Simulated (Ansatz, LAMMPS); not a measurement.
**What do other settings change for glassy 68SiO2-14MgO-11ZnO-7BaO (mol %) (75 atoms)?**

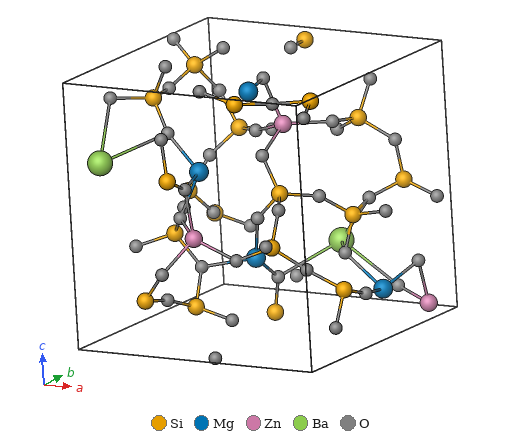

The cell (silicon orange, magnesium blue, zinc pink, barium green, oxygen grey). Bonds to atoms that aren't drawn are left out. Some periodic images of atoms are drawn too.

Density of this cell: 2.53 g/cm³. The cell holds 75 atoms: 19 Si, 4 Mg, 3 Zn, 2 Ba and 47 O. Cell: a = 10.675 Å, b = 10.675 Å, c = 10.675 Å, α = 90.0°, β = 90.0°, γ = 90.0°. 75 atoms (19 Si, 4 Mg, 3 Zn, 2 Ba, 47 O) placed at random at 2.53 g/cm³, melted at 4000 K for 10 ps at fixed volume with the Morse and Coulomb pair potential with partial charges (Pedone, Malavasi, Menziani, Cormack and Segre, J. Phys. Chem. B 110, 11780 (2006)). Quenched from 4000 K to 300 K at 25 K/ps and fixed volume, held 5 ps, then minimised at fixed cell.

Geometry: as built.

Reference run: Kohn-Sham DFT, PBE, PAW (set soft_2), plane waves (Ansatz 0.2.0), cutoff 420 eV, Γ point, fixed occupations.

| Property | Result |
| --- | --- |
| r.m.s. force component | 0.9278 eV/Å |
| pressure | 0.9138 GPa |
| gap (highest filled to lowest empty level) | 2.184 eV |
| SCF cycles | 10 |
| time | 15 s on 4 threads of Arm Neoverse V2, shared host |

Q: Estimate how much each variant changes the results, and its time and memory.
- support functions low
- support functions medium
- support functions medium, radius 3.68 Å

Each row is set against the plane-wave reference (Kohn-Sham DFT, PBE, PAW (set soft_2), plane waves; r.m.s. force component 0.928 eV/Å). Energies are set beside the reference only for runs with its functional, potentials and electron count. Times are for 4 threads of Arm Neoverse V2, shared host. The reference's time includes the DOS, the stress and grids, which some other runs skip.

```csv
run,"Δ force, r.m.s. (meV/Å)",share of r.m.s. force (%),Δ energy (meV/atom),Δ gap (eV),cycles,time,host memory (GiB)
reference,-,-,-,-,10,15 s,1.4
support functions low,0.866,0.0933,-4.73,4.0e-4,15,1.7 min,3.3
support functions medium,0.784,0.0845,-4.74,2.0e-4,17,1.9 min,3.4
"support functions medium, radius 3.68 Å",0.796,0.0858,-4.74,1.0e-4,17,1.8 min,3.3
```

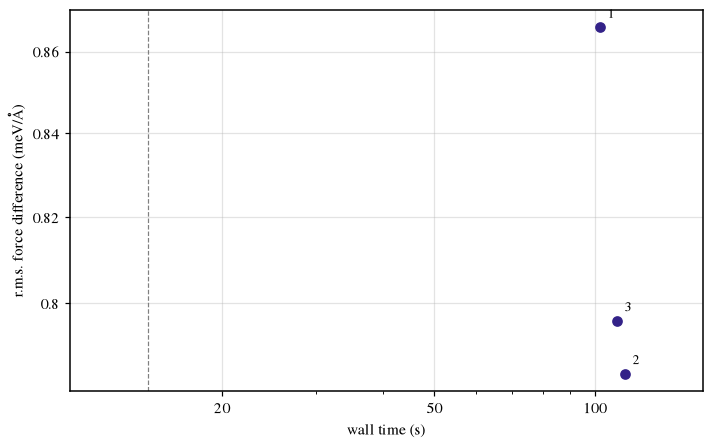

Force difference from the reference against wall time; the dashed line marks the reference's time. Points: 1 support functions low; 2 support functions medium; 3 support functions medium, radius 3.68 Å.

Among numerical settings the force difference runs from 0.78 meV/Å (support functions medium) to 0.87 meV/Å (support functions low). At 75 atoms the fastest of the runs at a preset level, support functions low, takes roughly 7.0 times the time of plane waves (whose run also made extra analyses, so the like-for-like ratio is larger), in 15 SCF cycles against 10. Differences between support functions and plane waves include what basis error the plane-wave run still has. The force difference hardly changes among these support-function runs, which points to the basis of the plane-wave reference as its main source. 

[Logs are printed without paths, hosts, clocks, repeated set-up lines and the standing remarks that a program may print on its own settings, such as how far it seeks lower states.]

[Hosts, paths, dates, database ids (printed as entryN), source tags and the programs' standing remarks are cut or masked in the printed files.]
